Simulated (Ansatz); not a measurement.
# C2H8AlClN2: what the fields show

Input file:

```
crystal:
  periodic: [false, false, false]
  atoms:
    - { symbol: Al, position_ang: [-0.024742, -0.894937, -1.197576] }
    - { symbol: "N", position_ang: [0.849395, -2.087414, 1.643261] }
    - { symbol: "N", position_ang: [-0.15129, 0.814009, -0.892907] }
    - { symbol: C, position_ang: [0.007453, 2.232497, -0.944162] }
    - { symbol: C, position_ang: [-1.031516, 0.116868, 0.143786] }
    - { symbol: H, position_ang: [0.068777, -1.451581, 1.562277] }
    - { symbol: Cl, position_ang: [0.662974, -2.39558, -2.592605] }
    - { symbol: H, position_ang: [1.636215, -1.755649, 2.163109] }
    - { symbol: H, position_ang: [0.620264, -3.049396, 1.785731] }
    - { symbol: H, position_ang: [0.443921, 2.624693, -0.022594] }
    - { symbol: H, position_ang: [0.662855, 2.501866, -1.76742] }
    - { symbol: H, position_ang: [-0.948784, 2.738683, -1.098205] }
    - { symbol: H, position_ang: [-2.09093, 0.334736, 0.046817] }
    - { symbol: H, position_ang: [-0.704691, 0.271304, 1.170387] }
basis:
  gaussian: { orbitals: "6-31G" }
hamiltonian:
  xc: { name: BHLYP }
relax:
  f_tol: 0.03
  max_steps: 50
output:
  orbitals: {}
```

Launched as:

```sh
ansatz run input.yaml --threads 2 --pin off --max-ram 3072MiB --backend cpu --events-out ev --progress --plain --runs-dir out
```

The fields are those of the relaxed geometry.

Computed with RKS BHLYP/6-31G in Ansatz.

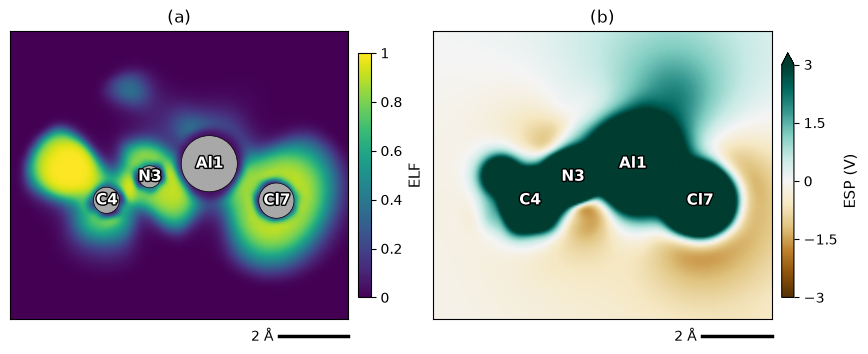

Figure 1. (a) ELF; (b) electrostatic potential on the plane of atoms N3, Al1 and Cl7. Grey discs cover the atomic cores in the ELF map.

What does the map show?

The plane passes through Al, N, C and Cl nuclei.
C–N (1.43 Å): the ELF peaks at about 0.95 between the atoms; localised, covalent bonding.
Al–N (1.76 Å): the ELF peaks at about 0.90 in the valence shell of N, 0.6 Å from its nucleus, and is about 0.25 at the midpoint.
Al–Cl (2.21 Å): the ELF peaks at about 0.85 in the valence shell of Cl, 0.9 Å from its nucleus, and is about 0.80 at the midpoint.
The ELF also peaks beside Cl7, away from the bonds: lone-pair regions.
Outside the dense part of the molecule the potential is most negative (−1.5 V) near Cl7.

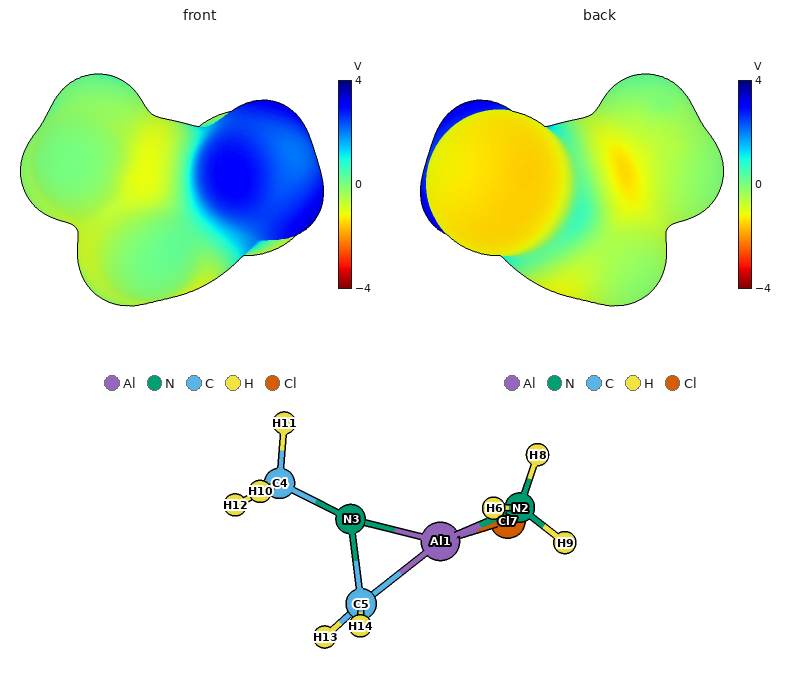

Figure 2. The electrostatic potential painted on the density surface at 0.002 e/bohr³, seen from the front and from behind; the colour scale runs from red (negative) to blue (positive). The bare structure is drawn below in the same view.

Describe the electrostatic potential map.

The most negative region (about −1.5 V) lies over Cl7, the most positive (about +3.3 V) over H8 and H9.

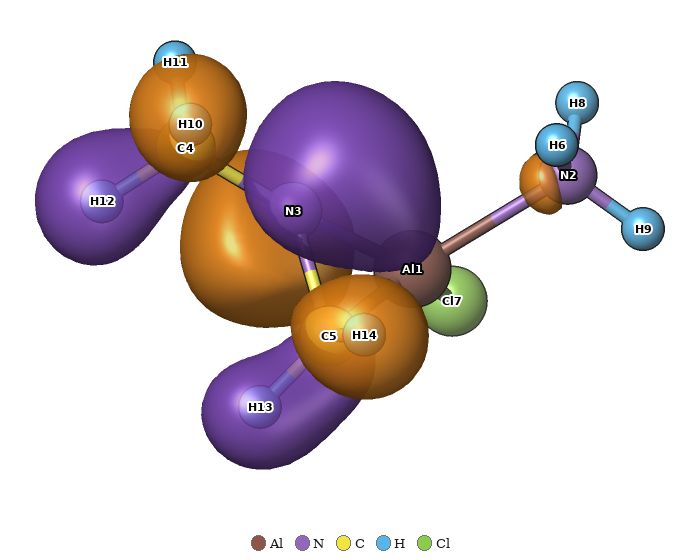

Figure 3. The HOMO at ±0.1 Å⁻³ᐟ² (orange and purple are the two phases), seen at a tilt.

What is the character of this orbital?

It lies mainly on N3 (about 55 %), C5 (about 10 %) and C4 (about 10 %). Its energy is −6.32 eV.
